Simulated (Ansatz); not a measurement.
**How many bands does the GW gap of Ge7H2 (hydrogen-terminated (110) film, 7 layers) need?**

Aim: see how the G0W0 gap of Ge7H2 (hydrogen-terminated (110) film, 7 layers) on PBEsol moves with empty bands and screening cutoff, and what each rung costs.

Method: G0W0 on PBEsol, plane waves, PAW; PAW set soft_1, in Ansatz 0.2.0.

**1. The structure**

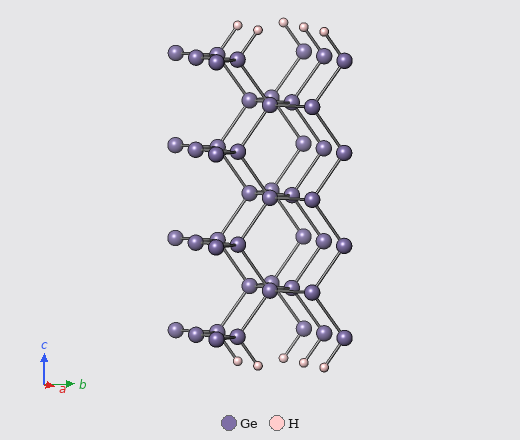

The cell as given, from the side, with the c axis up (germanium purple, hydrogen pink). 2×1×1 cells are drawn. Some periodic images of atoms are drawn too.

The cell holds 18 atoms: 14 Ge and 4 H. Cell: a = 4.001 Å, b = 5.658 Å, c = 52.200 Å, α = 90.0°, β = 90.0°, γ = 90.0°. It derives from Ge. Vacuum lies along c.

The structure was relaxed with PBEsol (ions only). The runs that relaxed it are not among those shown. The Coulomb interaction is cut off across the vacuum.

**2. 704 empty bands, screening to 41 eV**

G0W0 replaces the xc potential by the self-energy, built once from these orbitals. Only a window of levels is corrected, while the sums run over the empty bands that the input names. This step takes PAW set soft_1 files.

Input file input.yaml:

```yaml
crystal:
  lattice:
    - [4.000810168, 0.0, 0.0]
    - [0.0, 5.658, 0.0]
    - [0.0, 0.0, 52.2]
  atoms:
    - { symbol: Ge, position: [0.0, 0.002935227, 0.3854004687] }
    - { symbol: Ge, position: [0.0, 0.7500073154, 0.423252716] }
    - { symbol: Ge, position: [0.5, 0.4999926846, 0.423252716] }
    - { symbol: Ge, position: [0.5, 0.247064773, 0.3854004687] }
    - { symbol: Ge, position: [0.0, -0.0002189843, 0.4615857768] }
    - { symbol: Ge, position: [0.0, 0.7502259622, 0.5] }
    - { symbol: Ge, position: [0.5, 0.4997740378, 0.5] }
    - { symbol: Ge, position: [0.5, 0.2502189843, 0.4615857768] }
    - { symbol: Ge, position: [0.0, -0.0002189843, 0.5384142232] }
    - { symbol: Ge, position: [0.0, 0.7500073154, 0.576747284] }
    - { symbol: Ge, position: [0.5, 0.4999926846, 0.576747284] }
    - { symbol: Ge, position: [0.5, 0.2502189843, 0.5384142232] }
    - { symbol: Ge, position: [0.0, 0.002935227, 0.6145995313] }
    - { symbol: Ge, position: [0.5, 0.247064773, 0.6145995313] }
    - { symbol: H, position: [0.0, 0.8436491525, 0.3611881682] }
    - { symbol: H, position: [0.5, 0.4063508475, 0.3611881682] }
    - { symbol: H, position: [0.0, 0.8436491525, 0.6388118318] }
    - { symbol: H, position: [0.5, 0.4063508475, 0.6388118318] }
  periodic: [true, true, false]
kpoints:
  mp_grid: { grid: [4, 4, 1] }
hamiltonian:
  xc: pbesol
  pseudopotentials: { kind: paw, azcp: { folder: soft_1 }, xc_functional: pbe }
scf:
  occupations: { method: fixed }
gw:
  n_empty_bands: 704
  ecut_chi: 41
  qp_bands: [v4, c4]
  qp_kpoints: band_edges
  screening: { model: contour_deformation }
```

Command:

```
$ ansatz run input.yaml --threads 3 --pin off --max-ram 92160MiB --backend cuda --events-out ev --progress --plain --runs-dir out --devices 1 --max-vram 13GiB
```

Numbers of over 12 decimals in the logs are rounded to 6 here.

Log:

```text
GPUs: using 1 of 1 available (devices: 1).
Engine: ansatz 0.2.0, x86_64-unknown-linux-gnu
Pseudopotentials: kind: paw
Pseudopotential: Ge, paw, valence charge 14, recommended cutoff 420 eV (normal), soft_1/Ge.paw.azcp
Pseudopotential: H, paw, valence charge 1, recommended cutoff 420 eV (normal), soft_1/H.paw.azcp
Functional definition: PBEsol
  exchange = pbesol_x
  correlation = pbesol_c
device memory: the entry about to start is reckoned to put 7.0 GiB on a device that reports 48.7 GiB free (of which the cap on the GPU budget leaves the run 13.0 GiB)
GPU FFT provider: cuFFT
GPU libraries: cuBLAS 13.8.2, cuFFT 12.4.0, cuSOLVER 12.3.4
Crystal: 18 atoms, lattice volume = 1181.630 Å³
Basis set: ecut = 420 eV, 23197 PW (Γ)
Bands: 120, of which v1, the nominal top of the filled ones, is band 100 counted from 1 (99 counted from 0)
Symmetry: 8 space group operations
Space group: Pmma (ITA 51), of the structure as read, at distance tolerance 1.1e-4 Å
k-points: 9 of 16
Non-local potential: Ge, projectors of the file, l = 0: 2, l = 1: 2, l = 2: 3, l = 3: 1
Non-local potential: H, projectors of the file, l = 0: 2, l = 1: 1
PAW form: soft (Blöchl's): semilocal exchange-correlation on the pseudo side does not see the compensation charge
PAW frozen core: Ge, regenerated for the run's functional, and the local potential with it (the file was generated under x = pbe(κ = 0.804, μ = 0.219515), c = pbe(β = 0.066725))
PAW one-centre angular grid: Ge, 590 points (default); XC on 64 Gauss nodes
PAW one-centre angular grid: H, 110 points (default); XC on 64 Gauss nodes
Initial density: superposition of atomic densities (neutral atoms: chi_scale 0, normalization atom)
Initial wavefunctions: pseudopotential atomic-orbital guess
GPU buffer pool allocated for 388800 grid points (all kernels)
GPU transforms: local potential and band sums: pruned to the plane-wave sphere, on 27×40×360
Functional: x = pbesol(κ = 0.804, μ = 0.123457), c = pbesol(β = 0.046)
iter 1 solved again at ethr=2.82e-3 eV; its pass at ethr=3.10e-3 eV (dr2=5.64e0 eV) is discarded
SCF iter   1: F=—  HF=-59611.541700 eV  |F-HF|=—  |Δ(HF+E_count)|=         —  Δρ=2.40e-2  dr2=5.63e0  ethr=2.82e-3  ⟨swp⟩=1.0  Hψ=4901  notcnv=0  defer=128
preconditioner: auto → Resta (q_TF=auto, 2.029 Å⁻¹)  ε∞=1.5  [insulator: Δε(μ)=0.575 eV  Ē_g=22.058 eV  n_scr=176 (ndim 8)  ℏωp=15.3 eV  f_vac=0.680  ε∞_Penn≈1.5  vacuum switching on, ρ_ref=3.5e-2 e/Å³]
SCF iter   2: F=—  HF=-59610.444611 eV  |F-HF|=—  |Δ(HF+E_count)|=    1.10e0  Δρ=1.12e-2  dr2=1.23e0  ethr=2.82e-3  ⟨swp⟩=2.0  Hψ=1171  notcnv=0  defer=149
SCF iter   3: F=—  HF=-59610.397854 eV  |F-HF|=—  |Δ(HF+E_count)|=   4.68e-2  Δρ=3.00e-3  dr2=1.75e0  ethr=6.16e-4  ⟨swp⟩=3.4  Hψ=1599  notcnv=0  defer=160
SCF iter   4: F=—  HF=-59610.201768 eV  |F-HF|=—  |Δ(HF+E_count)|=   1.96e-1  Δρ=1.33e-3  dr2=5.75e-2  ethr=6.16e-4  ⟨swp⟩=4.2  Hψ=1264  notcnv=0  defer=162
SCF iter   5: F=—  HF=-59610.195871 eV  |F-HF|=—  |Δ(HF+E_count)|=   5.90e-3  Δρ=6.76e-4  dr2=4.09e-3  ethr=2.87e-5  ⟨swp⟩=3.4  Hψ=1551  notcnv=0  defer=162
SCF iter   6: F=—  HF=-59610.196257 eV  |F-HF|=—  |Δ(HF+E_count)|=   3.86e-4  Δρ=2.28e-4  dr2=3.60e-4  ethr=2.05e-6  ⟨swp⟩=3.0  Hψ=1337  notcnv=0  defer=162
SCF iter   7: F=—  HF=-59610.196368 eV  |F-HF|=—  |Δ(HF+E_count)|=   1.11e-4  Δρ=5.21e-5  dr2=2.23e-5  ethr=1.80e-7  ⟨swp⟩=3.0  Hψ=1330  notcnv=0  defer=157
SCF iter   8: F=—  HF=-59610.196380 eV  |F-HF|=—  |Δ(HF+E_count)|=   1.20e-5  Δρ=1.38e-5  dr2=2.02e-6  ethr=1.11e-8  ⟨swp⟩=3.3  Hψ=2127  notcnv=0  defer=144
SCF iter   9: F=—  HF=-59610.196381 eV  |F-HF|=—  |Δ(HF+E_count)|=   1.66e-6  Δρ=4.90e-6  dr2=5.19e-7  ethr=1.01e-9  ⟨swp⟩=2.8  Hψ=2034  notcnv=0  defer=144
SCF iter  10: F=-59610.196381 eV  HF=-59610.196381 eV  |F-HF|=3.74e-8  |Δ(HF+E_count)|=   8.11e-8  Δρ=1.20e-6  dr2=5.31e-8  ethr=5.00e-11  ⟨swp⟩=17.6  Hψ=6336  notcnv=0
SCF 1 converged in 10 iterations: F = -59610.196381 eV  dr2 = 5.31e-8
  greatest PAW one-centre occupation: 0.998 electrons in one spin orbital (limit 2), on the Ge atom at site 13 (counted from 0), in its partial waves of l = 2
device memory: the entry about to start is reckoned to put 7.6 GiB (of the 8.1 GiB reckoned in all, the device holds 0.5 GiB already) on a device that reports 49.2 GiB free (of which the cap on the GPU budget leaves the run 12.5 GiB)
NSCF: frozen V_eff on 9 k-points
the band table was solved once the SCF had ended and its energy, with any forces and stress, was formed, with the checks that follow a solve (4809 applications of the Hamiltonian). They found nothing against the state; the energy, forces and stress were not computed again (output.eigenvalues in the input reference)
NSCF: frozen V_eff on 9 k-points
WARN: eigensolver did not converge (k=7): 2 band(s) unlocked after 6 eigensolves, warm-restarted (20 sweeps on the last) at ethr=7.42e-12 eV (storage-precision floor; scheduled 1.00e-12 eV) (lowest unlocked band 807, counted from 0; max residual 4.15e-5 eV among the unlocked bands, 4.15e-5 eV over every band; other slots of this pass that fall short are told together in one closing line; warning suppressed until the next SCF loop or pass starts)
G₀W₀ screening: q 1/9
[... further progress lines ...]
SCF converged after 10 iterations
Free energy (F): -59610.196381 eV
Harris-Foulkes:  -59610.196381 eV  (|F-HF|=3.74e-8)
Internal energy: -59610.196381 eV  (E = F + TS)
E sigma→0 (E₀):  -59610.196381 eV
Fermi energy:    -4.177746 eV
--- Per-component energies (eV) ---
  E_band       = -4614.067738
  E_kinetic    = 1351.284781
  E_local      = -1361743.226336  (includes V_loc(G=0)·N_el)
  E_nonlocal   = 3080.473252
  E_hartree    = 678875.733963
  E_xc         = -1027.073710
  E_vxc        = -953.751559  (∫ρ·V_xc dr)
  E_paw        = -27623.514349  (= ΣΔE_a)
  E_vpaw       = -4100.217590  (= ΣTr[D̂ρ^β])
  E_aug_tail   = -0.003318  (compensation charges beyond the density's cutoff)
  E_ewald      = 647463.278206
  E_core_change = 12.851129  (= ΣΔE_core)
  E_smearing   = -0.000000  (= −TS)
  E_closure    = -0.000000  (closes the sum)
  Σ components = -59610.196381   (vs F -59610.196381, Δ=0.00e0)
--- Band table (eV; the first three rows and the last of 9) ---
  k-point 0: bands = [... 96 lower, -4.9891, -4.6239, -4.4810, -4.1777, -3.3260, -3.3187, -3.0239, -2.7996, ... 16 higher]
  k-point 1: bands = [... 96 lower, -5.1768, -4.9859, -4.9841, -4.9540, -3.3030, -3.2689, -3.1811, -2.8160, ... 16 higher]
  k-point 2: bands = [... 96 lower, -5.6651, -5.6018, -5.5990, -5.5221, -3.7030, -3.5193, -3.0272, -2.7821, ... 16 higher]
  k-point 8: bands = [... 96 lower, -6.1073, -6.1073, -5.7456, -5.7456, -3.2760, -3.2760, -1.9930, -1.9930, ... 16 higher]
  ° read free of the cell's end (the report's vacuum.weakly_bound_levels)
--- G₀W₀: contour deformation, 7 samples at zero and on the imaginary axis and 1 off it, 16 q-points, 704 empty bands' worth ---
  eigenvalues of the whole cell's RPA ε∞ on this k-mesh (on a slab, of 1 + 4πα/V) = 1.2678, 5.2358, 12.4088; static W/v taken at q = 0 is 0.278499
  band pass: the eigensolver left bands unlocked in 1 slot; of largest residual, k=7: 1 band unlocked, the lowest band 808 (counted from 1), max residual 4.15e-5 eV over all its bands; `*` marks the rows of those k-points, and any row can be off: every row's sums read bands of every k-point
  gw.qp_kpoints: band_edges: 5 of 9 stored k-points solved, in 1 pass; an edge of the gap read off the rows below is read off those points alone
    valence top: of the k-points left out ik 3 came nearest to being solved in a further pass, in band 100 (counted from 1, as in the quasiparticle table): it holds the edge there only if its correction is more favourable than any solved in that band by at least 0.945 eV; those differ by 0.109 eV
    conduction bottom: of the k-points left out ik 3 came nearest to being solved in a further pass, in band 101 (counted from 1, as in the quasiparticle table): it holds the edge there only if its correction is more favourable than any solved in that band by at least 0.465 eV; those differ by 0.434 eV
    ik  band        ε_KS         Σx   Σc(E_QP)       V_xc       Z   E_QP_lin       E_QP  E_QP is
     0    97     -4.9891   -15.4538     1.4936   -13.9590  0.7291    -4.9903    -4.9903  root
     0    98     -4.6239   -14.6057     0.9161   -13.7958  0.7412    -4.5181    -4.5177  root
     0    99     -4.4810   -15.5479     1.3095   -14.2850  0.7354    -4.4345    -4.4343  root
     0   100     -4.1777   -15.5760     1.2015   -14.4544  0.7413    -4.0981    -4.0978  root
     0   101     -3.3260   -11.3733    -3.0683   -15.2042  0.7416    -2.5200    -2.5634  root
     0   102     -3.3187    -8.2380    -3.4554   -12.1411  0.7428    -2.8563    -2.8710  root
     0   103     -3.0239    -7.4624    -3.6070   -11.4765  0.7380    -2.6053    -2.6167  root
     0   104     -2.7996    -6.9812    -3.4431   -10.7238  0.7477    -2.4953    -2.5003  root
     1    97     -5.1768   -15.4296     1.5590   -13.8589  0.7279    -5.1885    -5.1885  root
     1    98     -4.9859   -15.3130     1.4403   -13.8835  0.7307    -4.9752    -4.9752  root
     1    99     -4.9841   -14.7437     1.1070   -13.7347  0.7377    -4.8863    -4.8860  root
     1   100     -4.9540   -15.1319     1.3733   -13.7804  0.7338    -4.9323    -4.9322  root
     1   101     -3.3030    -9.9907    -3.2099   -13.8583  0.7427    -2.6158    -2.6454  root
     1   102     -3.2689    -7.8402    -3.4080   -11.6400  0.7434    -2.8675    -2.8770  root
     1   103     -3.1811    -9.7098    -3.2536   -13.5775  0.7416    -2.5421    -2.5670  root
     1   104     -2.8160    -7.7335    -3.5902   -11.7733  0.7343    -2.3500    -2.3665  root
     2    97     -5.6651   -15.3784     1.7378   -13.5605  0.7194    -5.7455    -5.7453  root
     2    98     -5.6018   -14.9607     1.4347   -13.5496  0.7304    -5.5783    -5.5782  root
     2    99     -5.5990   -15.3087     1.7103   -13.5906  0.7261    -5.6067    -5.6067  root
     2   100     -5.5221   -15.4155     1.7012   -13.6854  0.7256    -5.5511    -5.5511  root
     2   101     -3.7030    -9.9405    -3.1132   -13.6820  0.7448    -3.0519    -3.0746  root
     2   102     -3.5193   -10.1829    -3.0328   -13.8026  0.7430    -2.9113    -2.9324  root
     2   103     -3.0272    -9.1448    -3.2832   -13.0607  0.7344    -2.3728    -2.3946  root
     2   104     -2.7821    -7.9547    -3.4494   -11.8053  0.7420    -2.3703    -2.3807  root
[...]
8    97     -6.1073   -14.9109     1.6807   -13.2175  0.7240    -6.1200    -6.1199  root
     8    98     -6.1073   -14.9109     1.6807   -13.2175  0.7240    -6.1200    -6.1199  root
     8    99     -5.7456   -14.9594     1.5150   -13.4469  0.7297    -5.7430    -5.7430  root
     8   100     -5.7456   -14.9594     1.5150   -13.4469  0.7297    -5.7430    -5.7430  root
     8   101     -3.2760   -10.0173    -3.0983   -13.7085  0.7439    -2.6616    -2.6831  root
     8   102     -3.2760   -10.0173    -3.0983   -13.7085  0.7439    -2.6616    -2.6831  root
     8   103     -1.9930    -9.2065    -3.6291   -13.5000  0.7399    -1.2921    -1.3285  root
     8   104     -1.9930    -9.2065    -3.6291   -13.5000  0.7399    -1.2921    -1.3285  root
```

Wall time 84 s (1 × NVIDIA H100 80GB HBM3 (shared by 6 runs) with 3 threads of AMD EPYC 7R13 (Zen 3), shared host); peak memory 5 GiB.

Numbers from this step:

```yaml
bands_summed: 804
plane_waves_in_the_screening_matrix: 667
q_points_in_the_mesh: 16
g0w0_gap_on_the_mesh: 1.023 eV
k_of_the_valence_top: 0, 0, 0
k_of_the_conduction_bottom: 0, -0.5, 0
starting_gap_on_the_mesh: 0.4748 eV
z_at_the_valence_top: 0.7413
z_at_the_conduction_bottom: 0.7448
least_direct_g0w0_gap_on_the_computed_points: 1.227 eV
```

The gap on the mesh goes from 0.47 eV to 1.02 eV, a correction of +0.55 eV. Between the two edge states, bare exchange in place of the xc potential would open the gap by 4.86 eV, and correlation takes back 4.31 eV.

**3. 1742 empty bands, screening to 75 eV**

Another rung: the empty bands reach about as high as the screening cutoff, so the two stay in balance.

Edit input.yaml of step 2 so:

```diff
@@ -32,5 +32,6 @@
   occupations: { method: fixed }
+  convergence: { dr2_threshold: 1.0e-10 }
 gw:
-  n_empty_bands: 704
-  ecut_chi: 41
+  n_empty_bands: 1742
+  ecut_chi: 75.0
   qp_bands: [v4, c4]
```

Log:

```text
GPUs: using 1 of 1 available (devices: 1).
[...]
GPU FFT provider: cuFFT
GPU libraries: cuBLAS 13.8.2, cuFFT 12.4.0, cuSOLVER 12.3.4
Crystal: 18 atoms, lattice volume = 1181.630 Å³
Basis set: ecut = 420 eV, 23197 PW (Γ)
Bands: 120, of which v1, the nominal top of the filled ones, is band 100 counted from 1 (99 counted from 0)
[... 1 set-up line as in the run before ...]
[...]
k-points: 9 of 16
[...]
GPU buffer pool allocated for 388800 grid points (all kernels)
[...]
SCF iter  13: F=-59610.196381 eV  HF=-59610.196381 eV  |F-HF|=1.51e-9  |Δ(HF+E_count)|=   1.16e-9  Δρ=3.21e-8  dr2=5.20e-11  ethr=1.00e-12  ⟨swp⟩=17.8  Hψ=5663  notcnv=0
SCF 1 converged in 13 iterations: F = -59610.196381 eV  dr2 = 5.20e-11
[...]
NSCF: frozen V_eff on 9 k-points
[...]
WARN: Davidson subspace factor capped 4 → 2 for the GPU's memory: at factor 4, with no wavefunction block in host memory, the run is sure to hold 13.29 GiB on a GPU, at whatever concurrent solve slot count, and, with a margin of one panel a slot, 15.84 GiB, which is more than the 13.00 GiB that it may hold on any of its GPUs (the usable memory of the largest, or a typed --max-vram where that is less), so that it would at best start without that margin; at factor 2, at a slot count that it can fall to, it is reckoned to need 11.75 GiB there, which leaves a margin of the GPU budget of 13.00 GiB. A shallower subspace restarts more often: [rest of the remark cut]
[...]
G₀W₀ screening: q 1/9
[... further progress lines ...]
SCF converged after 13 iterations
Free energy (F): -59610.196381 eV
[...]
Internal energy: -59610.196381 eV  (E = F + TS)
E sigma→0 (E₀):  -59610.196381 eV
Fermi energy:    -4.177675 eV
[...]
--- Band table (eV; the first three rows and the last of 9) ---
  k-point 0: bands = [... 96 lower, -4.9890, -4.6238, -4.4810, -4.1777, -3.3259, -3.3187, -3.0238, -2.7996, ... 16 higher]
  k-point 1: bands = [... 96 lower, -5.1768, -4.9858, -4.9840, -4.9539, -3.3029, -3.2688, -3.1810, -2.8160, ... 16 higher]
  k-point 2: bands = [... 96 lower, -5.6651, -5.6017, -5.5988, -5.5221, -3.7029, -3.5192, -3.0272, -2.7820, ... 16 higher]
  k-point 8: bands = [... 96 lower, -6.1072, -6.1072, -5.7455, -5.7455, -3.2759, -3.2759, -1.9930, -1.9930, ... 16 higher]
  ° read free of the cell's end (the report's vacuum.weakly_bound_levels)
[...]
0    97     -4.9890   -15.4538     1.1658   -13.9590  0.7255    -5.3235    -5.3181  root
     0    98     -4.6238   -14.6057     0.5940   -13.7958  0.7370    -4.8418    -4.8397  root
     0    99     -4.4810   -15.5479     0.9660   -14.2850  0.7311    -4.7824    -4.7777  root
     0   100     -4.1777   -15.5760     0.8494   -14.4545  0.7368    -4.4536    -4.4498  root
     0   101     -3.3259   -11.3868    -3.3743   -15.2175  0.7380    -2.8535    -2.8696  root
     0   102     -3.3187    -8.2245    -3.6482   -12.1278  0.7415    -3.0604    -3.0636  root
     0   103     -3.0238    -7.4624    -3.7744   -11.4765  0.7369    -2.7810    -2.7841  root
     0   104     -2.7996    -6.9812    -3.5947   -10.7237  0.7464    -2.6506    -2.6517  root
[...]
8   101     -3.2759   -10.0173    -3.3553   -13.7085  0.7411    -2.9341    -2.9400  root
     8   102     -3.2759   -10.0173    -3.3553   -13.7085  0.7411    -2.9341    -2.9400  root
     8   103     -1.9930    -9.2065    -3.8788   -13.5000  0.7372    -1.5651    -1.5782  root
     8   104     -1.9930    -9.2065    -3.8788   -13.5000  0.7372    -1.5651    -1.5782  root
```

It took 4 min on 1 × NVIDIA H100 80GB HBM3 (shared by 6 runs) with 3 threads; peak memory 12 GiB; 6 min of CPU time.

Numbers from this step:

```
bands summed                                 : 1842
plane waves in the screening matrix          : 1695
q-points in the mesh                         : 16
G0W0 gap on the mesh                         : 1.122 eV
k of the valence top                         : 0, 0, 0
k of the conduction bottom                   : 0, -0.5, 0
starting gap on the mesh                     : 0.4747 eV
Z at the valence top                         : 0.7368
Z at the conduction bottom                   : 0.7425
least direct G0W0 gap on the computed points : 1.386 eV
```

Against the run with 4×4×1 mesh, 704 empty bands, screening to 41 eV, PAW set soft_1 files, the gap moves by +0.10 eV.

**4. Side by side**

Times are wall times on 1 × NVIDIA H100 80GB HBM3 (shared by 6 runs) with 3 threads of AMD EPYC 7R13 (Zen 3), shared host, good to a factor of about two.

```csv
mesh,files,frequency,bands summed,cutoff (eV),start (eV),G0W0 (eV),time,host memory (GiB)
4×4×1,PAW set soft_1,contour deformation,804,41,0.475,1.023,84 s,5.0
4×4×1,PAW set soft_1,contour deformation,1842,75,0.475,1.122,4 min,12
```

How the two edges are built up, in eV (the quasiparticle level is the starting level plus Σx plus Σc less Vxc):

| run | edge | start | Σx | Σc | Vxc | Z | QP |
| --- | --- | --- | --- | --- | --- | --- | --- |
| 804 bands | valence top | -4.18 | -15.58 | 1.20 | -14.45 | 0.74 | -4.10 |
| 804 bands | conduction bottom | -3.70 | -9.94 | -3.11 | -13.68 | 0.74 | -3.07 |
| 1842 bands | valence top | -4.18 | -15.58 | 0.85 | -14.45 | 0.74 | -4.45 |
| 1842 bands | conduction bottom | -3.70 | -9.94 | -3.37 | -13.68 | 0.74 | -3.33 |

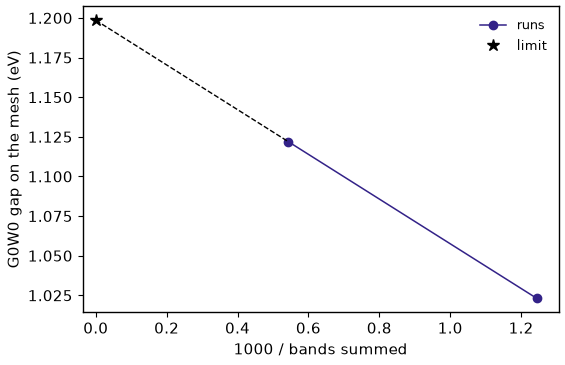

The gap against one over the number of bands; the dashed line carries the two highest rungs to the limit.

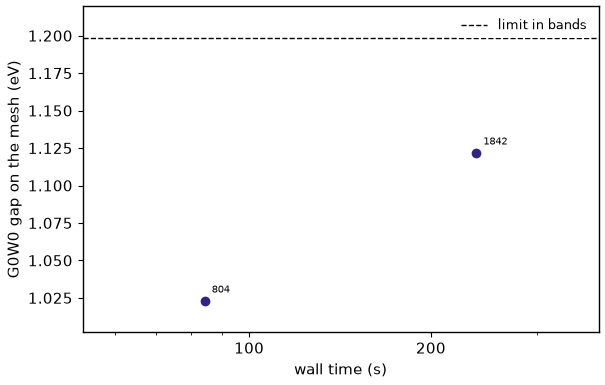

Result against wall time.

**5. Summary of results**

* 804 bands, 41 eV: 1.023 eV
* 1842 bands, 75 eV: 1.122 eV
* estimated limit in bands and cutoff: 1.20 eV
* mesh and start: 4×4×1, PBEsol

**Reading.** A line in one over the bands through the two rungs gives 1.20 eV, +0.08 eV from the top rung; with two points alone it is an unchecked estimate. The rungs stand 0.18 eV (804 bands) and 0.08 eV (1842 bands) from it. From 804 to 1842 bands the gap moves by +0.10 eV while the time grows 2.8-fold. Σc changes by −0.35 eV at the valence top and −0.25 eV at the conduction bottom, so the levels themselves move more than the gap between them. In a film the band edges may be surface states, so its gap need not approach the bulk's. At these cutoffs the gaps of films stand short of the band limit, often by tenths of an eV, while the trend with thickness is less touched. The mesh in the plane is coarse for a sheet; gap and any exciton binding can still move on denser ones. The many-body steps are scalar-relativistic: spin-orbit coupling is not in them.

[Paths, hosts, dates, memory and timing lines, banners, echoed tables and standing remarks are left out of the program output.]

[Logs are printed without paths, hosts, clocks, repeated set-up lines and the standing remarks that a program may print on its own settings, such as how far it seeks lower states.]

[Runs of the session that timed out or met a known fault of the program may be left out.]

[Cells called generated may have been cut or substituted from an entry of the Crystallography Open Database or the Materials Project.]

[Hosts, paths, dates, database ids (printed as entryN), source tags and the programs' standing remarks are cut or masked in the printed files.]
